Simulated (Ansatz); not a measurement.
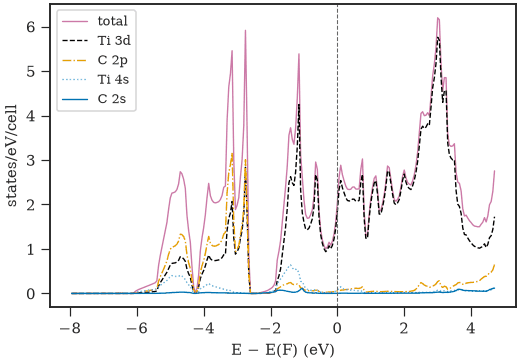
Figure: Total and projected density of states of Ti₂C in space group R-3m (No. 166; Ti on 6c, C on 3b), the program Ansatz at the r²SCAN level (PAW)

Which orbitals carry the states next to the Fermi level?

Within 0.5 eV of the Fermi level: Ti 3d 90 %. Projections are on Löwdin-orthogonalised atomic valence shells; empty p or d shells of many metals are not among them.

Where is the tallest occupied peak in this window, and what makes it?

Near -2.8 eV, about 5.9 states/eV per cell; the largest projected share is C 2p.

The workflow started from a Materials Project entry (that database holds measured and hypothetical structures alike); the Crystallography Open Database copy checked does not list it. Its standing as an ambient phase is unchecked. Symmetry was held in the r²SCAN relaxation; of distortions, only those at the zone centre were tested. No spin polarisation was allowed.

Potentials: the later of the program's two PAW sets.
